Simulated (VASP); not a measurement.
Band structure of AgCl (rock salt). Method: PBEsol GGA with spin-orbit coupling, VASP's PBE PAW potentials (set 64) (plane waves; VASP).

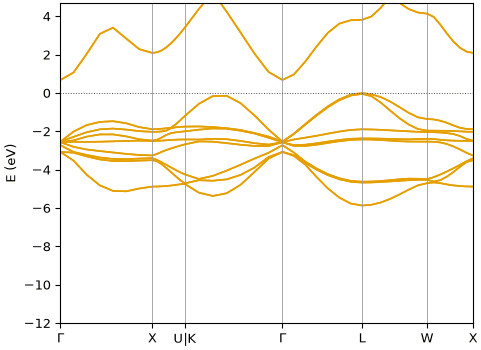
Figure. Bands along high-symmetry lines, zero at the valence-band maximum or, without a gap, the Fermi level

**Question.** Read the plot: is there a gap, and where are the band edges?

**Answer.** The gap is indirect, 0.68 eV, from the valence maximum at L to the conduction minimum at Γ.

The compound is AgCl in the rock salt structure. It was relaxed first, which changed the volume by -6 %.
